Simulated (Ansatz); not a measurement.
# Calculations on CH5FGeOSi

## 1. Relaxation

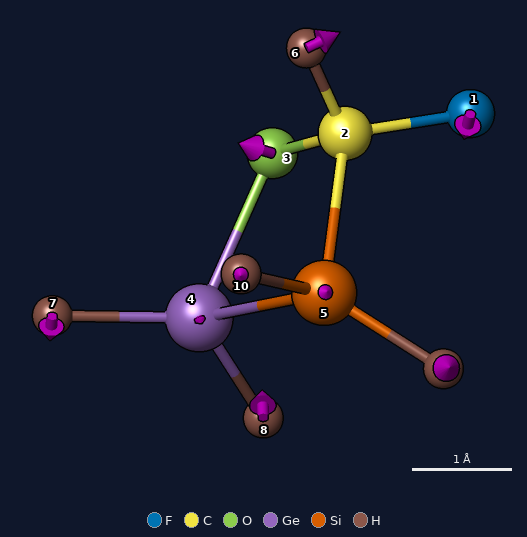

This is a relaxation of CH₅FGeOSi. The starting structure is drawn; purple arrows show the displacements, at their true length. The two geometries are superimposed by the best rigid fit.

A ball-and-stick model, seen from a free direction.

The run prepares an end point of a later path (hydrogen shift) calculation, from a guessed geometry.

These are results of RKS PBE-D4/def2-SVP in Ansatz, not measurements. (no spin polarisation; force threshold 0.02 eV/Å; at most 50 steps)

Question: Describe the change and its energy.

Answer: After 8 accepted moves (10 points after the start) the energy has fallen by 0.616 eV. The largest force component goes from 2 to 0.019 eV/Å. The line search rejected the trial steps at points 8, 9 of the run. The largest move after the best rigid fit is that of the O atom, 0.49 Å. By element the largest moves are O 0.49 Å, H 0.45 Å, F 0.43 Å, Si 0.14 Å, Ge 0.08 Å, C 0.03 Å. Near-neighbour distances that change, for instance: Ge–Si 2.248 → 2.394 Å, C–F 1.337 → 1.409 Å, H–Si 1.433 → 1.504 Å, C–Si 1.889 → 1.958 Å. Bond angles that change, for instance: Si–Ge–H 111.1° → 122.6°, H–Ge–H 121.0° → 109.6°, H–Si–H 121.3° → 110.1°. The run took 47 s on 2 threads of Intel(R) Xeon(R) Platinum 8259CL CPU @ 2.50GHz (Skylake/Cascade Lake) (shared host), peak memory 0.2 GiB.

## 2. Relaxation

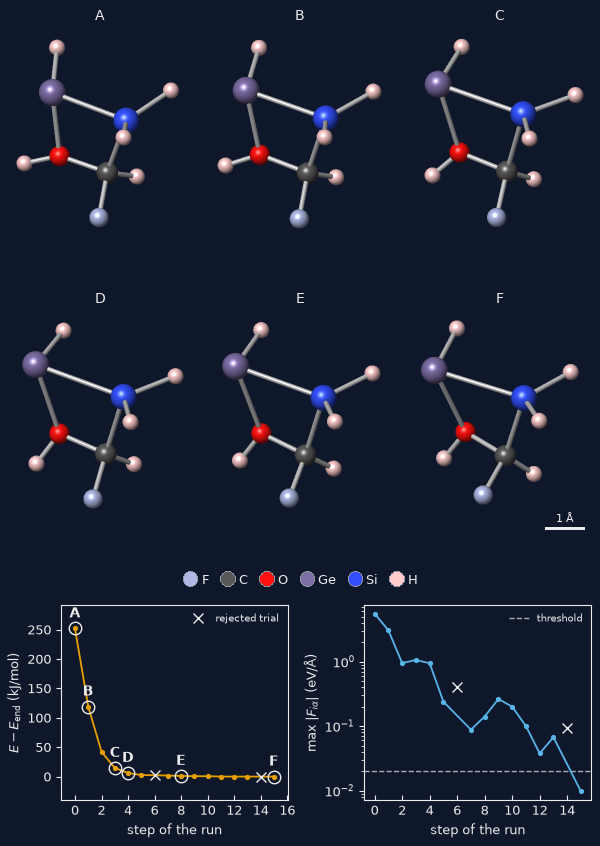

Frames of a relaxation of CH$_{5}$FGeOSi, marked on the history of the run. Style: ball-and-stick. Shown from a free direction.

The run prepares an end point of a later path (hydrogen shift) calculation, from a guessed geometry.

Method: RKS PBE-D4/def2-SVP in Ansatz. Settings: no spin polarisation; force threshold 0.02 eV/Å; at most 50 steps.

Describe the path.

Over 13 accepted moves (15 points after the start) the energy falls by 252.0 kJ/mol. Largest force component: 5.5 eV/Å at the start, 0.0097 eV/Å at the end. The line search rejected the trial steps at points 6, 14 of the run. The atom that moves furthest after the best rigid fit is an H atom (0.71 Å). Largest moves by element: H 0.71 Å, Ge 0.59 Å, F 0.46 Å, O 0.36 Å, Si 0.16 Å, C 0.05 Å. Some distances before and after: Ge–O 1.848 → 2.294 Å, Ge–Si 2.248 → 2.489 Å, Ge–H 1.504 → 1.613 Å, H–Si 1.433 → 1.507 Å. Among the angles between lasting bonds that change: C–O–H 150.7° → 110.6°, O–Ge–H 114.0° → 86.9°, Si–Ge–H 115.7° → 89.7°. The run took 58 s on 2 threads of Intel(R) Xeon(R) Platinum 8259CL CPU @ 2.50GHz (Skylake/Cascade Lake), with other jobs on the host, peak memory 0.2 GiB. From step 0 to 1: the Ge atom moves most (0.19 Å), energy −132.8 kJ/mol. From step 1 to 3: an H atom moves most (0.31 Å), energy −104.5 kJ/mol. From step 3 to 4: an H atom moves most (0.18 Å), energy −8.48 kJ/mol. From step 4 to 8: an H atom moves most (0.21 Å), energy −5.04 kJ/mol. From step 8 to 15: the F atom moves most (0.20 Å), energy −1.16 kJ/mol.

| step | E − E(0), kJ/mol | largest force component, eV/Å | note |
| --- | --- | --- | --- |
| 0 | 0.00 | 5.5444 |  |
| 1 | -132.79 | 3.0557 |  |
| 2 | -209.65 | 0.9500 |  |
| 3 | -237.33 | 1.0591 |  |
| 4 | -245.81 | 0.9439 |  |
| 5 | -249.23 | 0.2392 |  |
| 6 | -248.98 | 0.4053 | rejected |
| 7 | -250.14 | 0.0881 |  |
| 8 | -250.86 | 0.1406 |  |
| 9 | -251.31 | 0.2629 |  |
| 10 | -251.35 | 0.2002 |  |
| 11 | -251.90 | 0.1000 |  |
| 12 | -251.95 | 0.0378 |  |
| 13 | -251.98 | 0.0673 |  |
| 14 | -251.96 | 0.0919 | rejected |
| 15 | -252.01 | 0.0097 |  |

## 3. Path

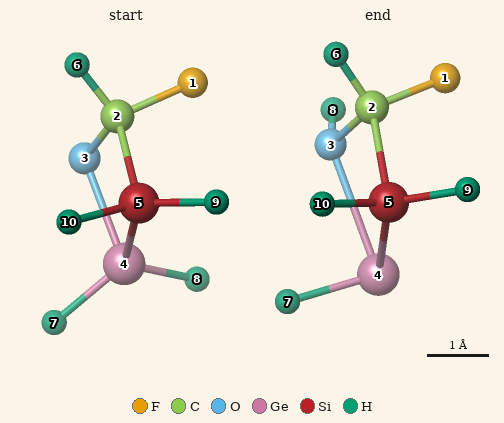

The two relaxed end points of a path for CH$_{5}$FGeOSi. The picture is a ball-and-stick view, seen from a free direction.

Level of theory: Ansatz 0.2.0, RKS PBE-D4/def2-SVP.

Set-up: 9 movable images; climbing image; force threshold 0.05 eV/Å; iteration limit 33.

Start:
```xyz
10

F    -1.9169   -0.4980    0.7898
C    -0.6551    0.0651    1.0644
O     0.3336   -0.9149    1.0611
Ge    0.9233   -0.9706   -0.7207
Si   -0.1708    1.1465   -0.4947
H    -0.7231    0.5261    2.0768
H     2.4670   -1.1381   -0.6902
H     0.2836   -2.1671   -1.4795
H    -1.2558    1.6399   -1.4115
H     0.7974    2.2598   -0.1923
```

End:
```xyz
10

F    -1.9100   -0.5762    0.3151
C    -0.6643   -0.1184    0.7124
O     0.2788   -1.1950    0.5489
Ge    0.9634   -0.9186   -1.6226
Si    0.0465    1.1571   -0.5990
H    -0.7375    0.1352    1.7955
H     2.4189   -0.5594   -1.0264
H    -0.0873   -2.0325    0.9086
H    -1.1341    1.9018   -1.1659
H     0.9089    2.1548    0.1365
```

### Predict the minimum-energy path and its barrier.

Forward barrier 2.03 eV, backward barrier 1.37 eV, with image 4 at the top; the reaction energy is +0.67 eV. A hydrogen atom shifts from one atom to another. Breaking: Ge4–H8 (1.55 → 1.63 at the top → 2.96 Å). Forming: O3–H8 (2.83 → 1.45 at the top → 0.98 Å). The band converged in 13 iterations. The largest component of the band force went from 23 to 0.022 eV/Å. The climbing image converged on the top of the path. Its vibrational analysis gives one imaginary mode (1238i cm⁻¹), as a transition state must have.

Energies of the converged images:

```tsv
image	path (Å)	E (eV)
0	0.00	0.000
1	0.48	0.034
2	0.96	0.310
3	1.44	1.234
4	1.92	2.031
5	2.22	1.580
6	2.51	1.105
7	2.81	0.899
8	3.10	0.746
9	3.40	0.675
10	3.69	0.666
```

The geometry at the top of the path:

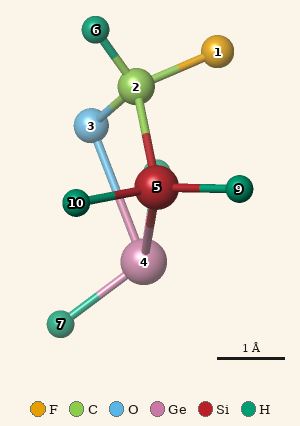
